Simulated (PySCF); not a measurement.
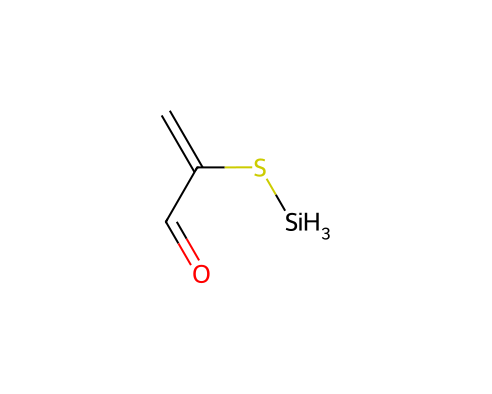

Figure made from data computed with PySCF.

Skeletal drawing of a molecule.

Give its SMILES.

C=C(C=O)S[SiH3]

Give the formula, hydrogens included.

C3H6OSSi.

An optimisation with PBE0-D3(BJ)/def2-SVP gave a structure of which point group?

Cs. Other conformers may differ.
